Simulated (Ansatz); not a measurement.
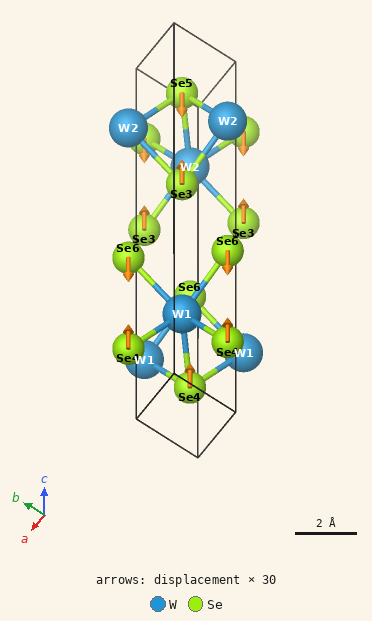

This is a relaxation of solid WSe2 (a generated structure, set up in P6_3/mmc). The starting structure is drawn; orange arrows show the displacements, magnified 30 times.

The picture is a ball-and-stick view of the cell of the calculation, seen from a free direction.

The calculation used DFT, PBE, plane-wave PAW, default files, scalar-relativistic (Ansatz 0.2.0). (plane-wave cutoff 420 eV; k-point mesh 15 × 15 × 4; occupations fermi dirac; smearing width 0.02 eV; collinear spin; atoms relaxed in a fixed cell; force threshold 0.02 eV/Å; at most 60 steps)

What happened in the run?

After 2 accepted moves (3 points after the start) the energy has fallen by 33.0 meV per cell of the calculation. Largest force component: 0.52 eV/Å at the start, under 0.0001 eV/Å at the end. The line search rejected the trial step at point 1 of the run. The largest moves, 0.031 Å, are those of Se3, Se4, Se5 and Se6. Se6 goes along −c. W stays in place. The cell stays as it was. Some distances before and after: W1–Se4 2.560 → 2.539 Å. The space group stays P6_3/mmc (No. 194). The program noted that the starting moments weren't kept. Cost: 2.3 min on 1 thread of Intel(R) Xeon(R) 6975P-C (Granite Rapids) (shared host), peak memory 1.2 GiB.
